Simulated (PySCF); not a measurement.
System: CH$_{8}$O$_{3}$Si$_{3}$.

Input

```
{"job": {"kind": "uv", "xc": "CAM-B3LYP", "basis": "def2-SVPD", "nstates": 8, "ntriplets": 3}, "charge": 0, "multiplicity": 1}
Si     2.430636    -0.256009    -0.290109
O      0.969561    -0.912800     0.013515
C      0.053707    -0.459532     0.923529
O     -1.107441    -1.153757     0.772725
Si    -2.193957    -0.638156    -0.367999
Si    -1.213330     1.452191    -0.310801
O     -0.123439     0.896245     0.808850
H      2.869365    -1.216855    -1.289748
H      3.243526    -0.242610     0.928665
H      2.321189     1.109193    -0.805815
H      0.427850    -0.651336     1.946574
H     -3.443414    -0.962877     0.313128
H     -2.011036    -1.439353    -1.584015
H     -1.767201     2.592892     0.412751
H     -0.460428     1.890754    -1.493164
```

Command:

```sh
OMP_NUM_THREADS=1 python probes_run.py task.json out
```

Geometry: GFN2-xTB.

Computed with CAM-B3LYP/def2-SVPD, SCF density, gas phase in PySCF 2.14.0.

> What will maps of the electron density and electron localisation function show?

Si–O (1.66 Å): the density is about 1.1 e/Å³ at the midpoint; the ELF peaks at about 0.90 between the atoms (a shared but strongly polarised pair).
Si–Si (2.31 Å): ρ is about 0.67 e/Å³ halfway; the ELF peaks at about 1 between the atoms (localised, covalent bonding).

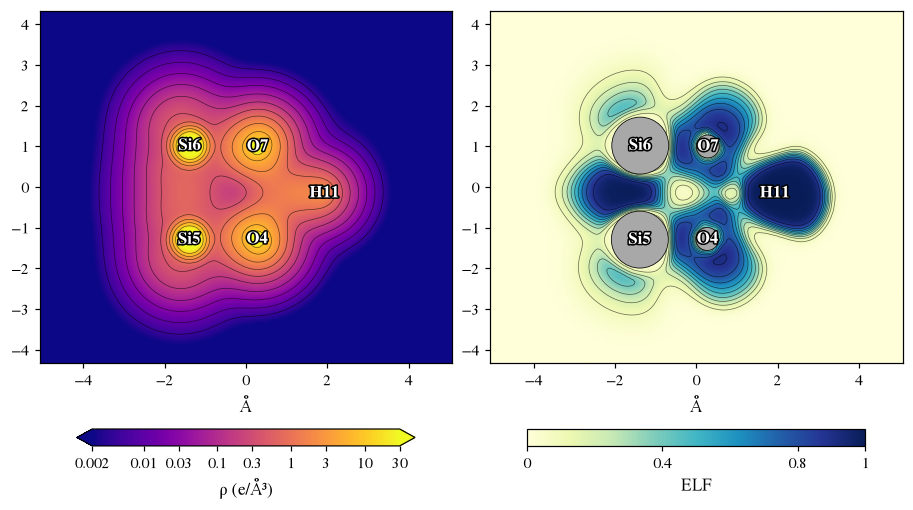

Computed electron density and electron localisation function on the plane of atoms O4, Si5 and Si6, in this order. Grey discs cover the atomic cores in the ELF map. 
